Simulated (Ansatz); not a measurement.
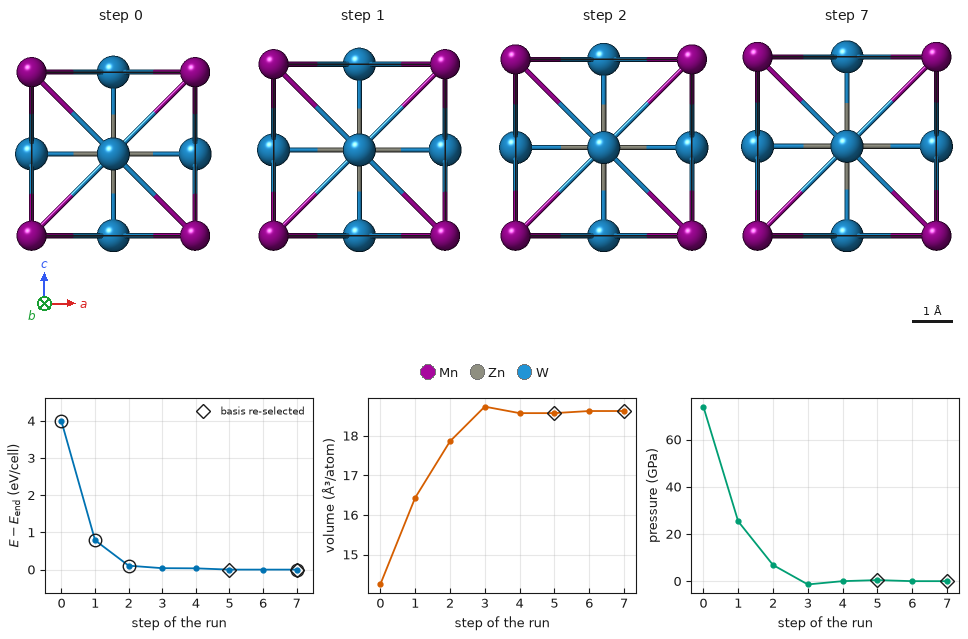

Frames of a relaxation of a crystal of MnZnW₃ (built on the cubic perovskite type) (coarse preliminary run), marked on the history of the run. A ball-and-stick model of the cell of the calculation, seen along the b axis.

Case: cubic perovskite type (Pm-3m, No. 221).

These are results of DFT PBE, scalar-relativistic, plane waves, PAW (Ansatz), not measurements.

Input file:
```yaml
crystal:
  lattice:
    - [4.1452318933, 0.0, 0.0]
    - [0.0, 4.1452318933, 0.0]
    - [0.0, 0.0, 4.1452318933]
  atoms:
    - { symbol: Mn, position: [0.0, 0.0, 0.0], spin: 3.31 }
    - { symbol: Zn, position: [0.5, 0.5, 0.5] }
    - { symbol: W, position: [0.0, 0.5, 0.5] }
    - { symbol: W, position: [0.5, 0.0, 0.5] }
    - { symbol: W, position: [0.5, 0.5, 0.0] }
basis:
  ecutwfc: 420
kpoints:
  mp_grid: { grid: [4, 4, 4] }
hamiltonian:
  xc: pbe
scf:
  occupations: { method: gaussian, width: 0.1 }
  lower_state_search: "off"
output:
  forces: true
  stress: true
  eigenvalues: true
  populations: true
magnetization:
  spin_polarized: true
relax:
  adjacent_minimum: "off"
  f_tol: 0.04
  max_steps: 70
  cell: { stress_tol: 0.4 }
```

Launched with:
```bash
ansatz run input.yaml --threads 1 --pin off --max-ram 2560MiB --backend cpu --events-out ev --progress --plain --runs-dir out
```

**Describe the path.**

The energy falls by 3.984 eV per cell of the calculation in 5 accepted moves (7 points after the start). All forces vanish by symmetry, so only the cell relaxes. Pressure: 73.95 GPa at the start and 0.02 GPa at the end. At 2 points the geometry stayed and the basis and grid were re-selected for the new cell (energy shift of 34.4 meV per cell of the calculation at most each time). The atoms keep their places relative to the cell (all moves are under 0.005 Å). Cell: a = b = c 4.145 → 4.533 Å (+9.3 %). Volume +30.7 %. Near-neighbour distances that change, for instance: Mn1–W3 2.931 → 3.205 Å, W3–W4 2.931 → 3.205 Å, Zn2–W3 2.073 → 2.266 Å. The space group stays Pm-3m (No. 221). Cost: 47 s on 1 thread of Arm Neoverse V2 (shared host), peak memory 0.42 GiB. From step 0 to 1: volume +15.3 %, energy −3.196 eV per cell of the calculation. From step 1 to 2: volume +8.7 %, energy −0.683 eV per cell of the calculation. From step 2 to 7: volume +4.3 %, energy −0.106 eV per cell of the calculation.

Limits of the set-up: the k-point mesh is coarse for a cell with partly filled bands.
